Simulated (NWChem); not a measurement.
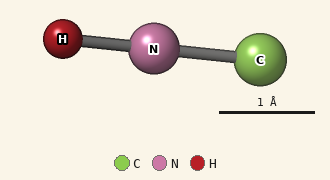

The input geometry (ball-and-stick view, seen at a tilt).

## CHN (charge +1): single-point calculation

CHN (hydrogen isocyanide), charge +1, multiplicity 2, computed with M06-2X/aug-cc-pVTZ, UKS (NWChem 7.3.0).

The geometry is that of the parent species in another charge or spin state. The geometry comes from this level: PBE0-D4/def2-TZVP.

### Input
```python
from ase import Atoms
from ase.calculators.nwchem import NWChem

atoms = Atoms(['C', 'N', 'H'], positions=[
    [-0.623470, 0.883520, -0.241540],
    [0.031410, -0.044070, 0.012200],
    [0.592060, -0.839450, 0.229340],
])

calc = NWChem(
    label='mol',
    theory='dft',
    memory='2200 mb',
    basis='aug-cc-pVTZ',
    basispar='spherical bse',
    charge=1,
    dft={'xc': 'm06-2x', 'mult': '2', 'grid': 'fine', 'convergence': 'energy 1e-08', 'iterations': '100', 'mulliken': None},
    task='energy',
)
atoms.calc = calc

e = atoms.get_potential_energy()
print(f"E = {e:.6f} eV")
```

### File mol.nwi
```
title "mol"

permanent_dir mol

scratch_dir mol

start mol

geometry units angstrom nocenter noautosym noautoz
  C  -6.2346999999999997e-01 8.8351999999999997e-01 -2.4154000000000000e-01
  N  3.1410000000000000e-02 -4.4069999999999998e-02 1.2200000000000001e-02
  H  5.9206000000000003e-01 -8.3945000000000003e-01 2.2933999999999999e-01
end

charge 1

memory 2200 mb

basis spherical bse noprint
   * library aug-cc-pVTZ
end

dft
  xc m06-2x
  mult 2
  grid fine
  convergence energy 1e-08
  iterations 100
  mulliken
end

task dft energy
```

Hardware: 1 thread of AMD EPYC 7571, 12 GiB of memory available, shared host.

Command:
```bash
export ASE_NWCHEM_COMMAND="nwchem PREFIX.nwi > PREFIX.nwo"
python run.py
```

### Output
```
E = -2529.476741 eV
```

### Results in brief

- outcome: converged
- total energy: −92.956556 hartree
- basis functions: 115
- ⟨S²⟩: 0.783
- wall time: 1.8 min
- peak memory: 0.12 GiB
